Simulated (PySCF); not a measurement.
Frequency calculation of CuN₂H₄ (charge −1)

- system: CuN₂H₄, charge −1, SMILES [NH2][Cu-][NH2]
- method: HF/LANL2TZ, RHF, dispersion D3(0), core potentials lanl2tz (PySCF 2.14.0)

The geometry was optimised with HF/LANL2TZ symmetrised. Figures and captions count atoms from 1; the log counts them from 0 in places.

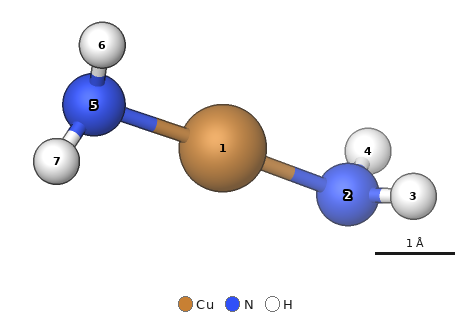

Figure 1. The input geometry (ball-and-stick view, seen at a tilt; atoms are numbered from 1 in the order of the input). Sticks mark near contacts. Bond lengths as drawn: Cu–N 1.93 Å and H–N 1.01 Å.

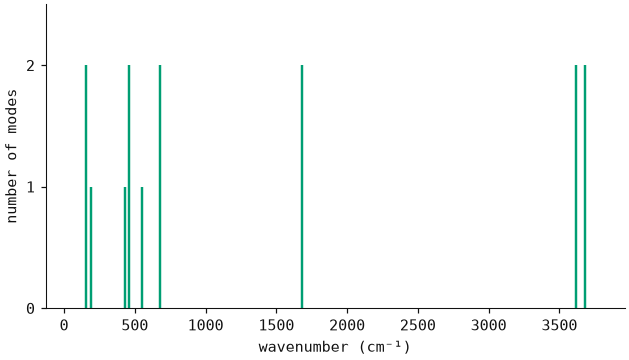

Figure 2. Harmonic vibrational wavenumbers from the force constants; neighbouring modes closer than 16 cm⁻¹ are counted in one stick. 15 modes from 149 to 3679 cm⁻¹, none imaginary.

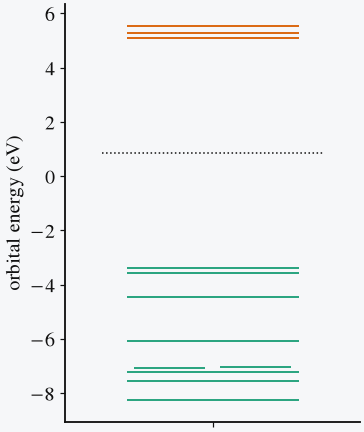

Figure 3. Orbital energies near the frontier; the dotted line parts filled from empty levels, and levels within 0.02 eV of each other stand side by side. Highest filled −3.39 eV, lowest empty 5.09 eV, 8.48 eV apart.

The input that produced these results follows, with the program's output.

## Input (calc.py)
```python
# [Cu(NH2)2]-
from pyscf import gto, symm
from pyscf.hessian import thermo

mol = gto.Mole()
mol.atom = '''
Cu   0.000364   0.000390  -0.000012
N   -0.140752   0.134317   1.920920
H    0.195362   1.001121   2.308361
H    0.348638  -0.578922   2.436952
N    0.083082  -0.196041  -1.918971
H    0.912276   0.184354  -2.345785
H   -0.677810   0.226618  -2.425830
'''
mol.max_memory = 1860
mol.verbose = 3
mol.charge = -1
mol.spin = 0
mol.basis = {'default': 'lanl2tz', 'N': '6-311g**', 'H': '6-311g**'}
mol.ecp = {'Cu': 'lanl2tz'}
mol.build()

myscf = mol.RHF()
myscf = myscf.density_fit(auxbasis='def2-universal-jkfit')
myscf.disp = 'd3zero'
myscf.kernel()
if not myscf.converged:
    myscf = myscf.newton().run(myscf.mo_coeff, myscf.mo_occ)

etot = myscf.e_tot
print('E = %.10f Eh' % etot)
hess = myscf.Hessian().kernel()
modes = thermo.harmonic_analysis(mol, hess)
thermo.dump_normal_mode(mol, modes)
symm.geom.TOLERANCE = 1e-3  # for the symmetry number
th = thermo.thermo(myscf, modes['freq_au'], 800, 101325)
thermo.dump_thermo(mol, th)
```

Command:
```bash
OMP_NUM_THREADS=1 python calc.py
```

## What the program printed
```
converged SCF energy = -306.25365220099
E = -306.2536522010 Eh

WARN: DFTD3 does not support analytical Hessian, using finite difference

WARN: Mole.unit (angstrom) is changed to Bohr

Mode                                 0                   1                   2
Irrep
Freq [cm^-1]                      149.0124            155.0533            187.7457
Reduced mass [au]                   1.9798              4.0247              1.4442
Force const [Dyne/A]                0.0259              0.0570              0.0300
Char temp [K]                     214.3957            223.0872            270.1242
Normal mode                   x     y     z       x     y     z       x     y     z
       0  Cu                -0.04 -0.04  0.00    0.05 -0.05  0.01    0.03  0.03 -0.00
       1   N                 0.08  0.06  0.01   -0.10  0.09 -0.02   -0.04 -0.08  0.00
       2   H                -0.08  0.20 -0.15   -0.13  0.13 -0.07   -0.46  0.08  0.02
       3   H                 0.33  0.25  0.03   -0.18  0.14  0.13    0.31  0.15 -0.02
       4   N                 0.06  0.08 -0.01   -0.09  0.09 -0.02   -0.08 -0.05  0.00
       5   H                 0.21 -0.06  0.14   -0.14  0.12 -0.07    0.11 -0.46 -0.01
       6   H                 0.23  0.35 -0.05   -0.14  0.17  0.13    0.13  0.32  0.00
Mode                                 3                   4                   5
Irrep
Freq [cm^-1]                      431.8888            454.2595            466.6123
Reduced mass [au]                   5.9612              1.3562              1.2145
Force const [Dyne/A]                0.6551              0.1649              0.1558
Char temp [K]                     621.3918            653.5783            671.3513
Normal mode                   x     y     z       x     y     z       x     y     z
       0  Cu                 0.00  0.00 -0.00   -0.01  0.01  0.01   -0.01 -0.01  0.00
       1   N                -0.04  0.01  0.17    0.08  0.00 -0.06    0.06  0.01  0.05
       2   H                 0.17 -0.01  0.05   -0.34 -0.01  0.29   -0.31  0.04  0.28
       3   H                 0.15  0.01  0.00   -0.32 -0.05  0.23   -0.30  0.01  0.38
       4   N                 0.01 -0.05 -0.17    0.00 -0.08 -0.06    0.00  0.06 -0.05
       5   H                -0.02  0.16 -0.05   -0.01  0.35  0.28    0.05 -0.31 -0.28
       6   H                -0.00  0.15 -0.01    0.03  0.33  0.21    0.02 -0.31 -0.37
Mode                                 6                   7                   8
Irrep
Freq [cm^-1]                      550.3603            679.8727            681.8813
Reduced mass [au]                   5.0309              1.1244              1.1423
Force const [Dyne/A]                0.8978              0.3062              0.3129
Char temp [K]                     791.8459            978.1854            981.0753
Normal mode                   x     y     z       x     y     z       x     y     z
       0  Cu                -0.00  0.00  0.07   -0.01 -0.01  0.00   -0.01  0.01 -0.00
       1   N                -0.00 -0.01 -0.14    0.01  0.06 -0.01    0.02 -0.06  0.00
       2   H                 0.06 -0.01 -0.20   -0.14 -0.10  0.47    0.09  0.11 -0.43
       3   H                 0.05 -0.01 -0.18    0.12 -0.15 -0.40   -0.14  0.16  0.43
       4   N                 0.01  0.00 -0.14    0.06  0.01  0.00    0.06 -0.01  0.00
       5   H                 0.01 -0.06 -0.19   -0.11 -0.16 -0.46   -0.12 -0.11 -0.42
       6   H                 0.00 -0.06 -0.18   -0.15  0.12  0.40   -0.15  0.14  0.43
Mode                                 9                  10                  11
Irrep
Freq [cm^-1]                     1678.1492           1679.8620           3616.7078
Reduced mass [au]                   1.0917              1.0929              1.0506
Force const [Dyne/A]                1.8113              1.8171              8.0968
Char temp [K]                    2414.4831           2416.9474           5203.6373
Normal mode                   x     y     z       x     y     z       x     y     z
       0  Cu                 0.00  0.00 -0.00   -0.00  0.00  0.00    0.00 -0.00 -0.00
       1   N                 0.03  0.01  0.05   -0.03 -0.01 -0.05    0.03  0.01  0.03
       2   H                -0.25  0.24 -0.33    0.25 -0.24  0.32   -0.14 -0.43 -0.17
       3   H                -0.19 -0.33 -0.28    0.19  0.34  0.28   -0.22  0.36 -0.24
       4   N                 0.00  0.03 -0.05    0.00  0.03 -0.05   -0.00 -0.02  0.03
       5   H                 0.27 -0.22  0.33    0.27 -0.22  0.32    0.42  0.16 -0.19
       6   H                -0.31 -0.21  0.29   -0.31 -0.21  0.30   -0.39  0.18 -0.23
Mode                                12                  13                  14
Irrep
Freq [cm^-1]                     3618.2756           3678.7060           3678.7750
Reduced mass [au]                   1.0504              1.0895              1.0896
Force const [Dyne/A]                8.1021              8.6872              8.6878
Char temp [K]                    5205.8929           5292.8388           5292.9381
Normal mode                   x     y     z       x     y     z       x     y     z
       0  Cu                 0.00  0.00 -0.00    0.00 -0.00  0.00   -0.00 -0.00  0.00
       1   N                 0.03  0.00  0.03    0.00 -0.05  0.00    0.01 -0.06  0.00
       2   H                -0.14 -0.43 -0.17    0.15  0.38  0.18    0.17  0.43  0.20
       3   H                -0.22  0.37 -0.24   -0.22  0.32 -0.23   -0.24  0.36 -0.26
       4   N                 0.00  0.02 -0.03    0.06 -0.00  0.00   -0.05  0.00 -0.00
       5   H                -0.42 -0.16  0.19   -0.41 -0.19  0.22    0.37  0.17 -0.19
       6   H                 0.39 -0.18  0.23   -0.38  0.21 -0.26    0.34 -0.19  0.23
temperature 800.0000 [K]
pressure 101325.00 [Pa]
Rotational constants [GHz] 156.87387 3.93486 3.92776
Symmetry number 2
Zero-point energy (ZPE) 0.04945 [Eh]   129837.661 [J/mol]
                           tot       elec      trans        rot        vib
Entropy [J/mol/K]       399.687      0.000    186.134    100.310    113.243
Cv [J/mol/K]            105.903      0.000     12.472     12.472     80.960
Cp [J/mol/K]            114.218      0.000     20.786     12.472     80.960
Internal energy [J/mol]                      9977.352   9977.352 172926.413
Internal energy [Eh]   -306.18019  -306.25365
Enthalpy [J/mol]                            16628.920   9977.352 172926.413
Enthalpy [Eh]          -306.17765
Gibbs free energy [J/mol]                  -132278.345 -70270.550  82332.299
Gibbs free energy [Eh] -306.29944
```

## Summary

```tsv
quantity	value
outcome	converged
total energy	−306.253652 hartree
dispersion energy	−0.004736 hartree
basis functions	95
HOMO	−3.39 eV
LUMO	5.09 eV
zero-point energy	0.049453 hartree
wavenumbers, lowest and highest	149 and 3679 cm⁻¹
hardware	1 thread of Intel Xeon @ 2.50GHz (Skylake/Cascade Lake), 189 GiB of memory available, shared host
wall time	69 s
peak memory	0.83 GiB
```

## Notes

The record of the run, not the program, notes: dipole of an ion depends on the origin.
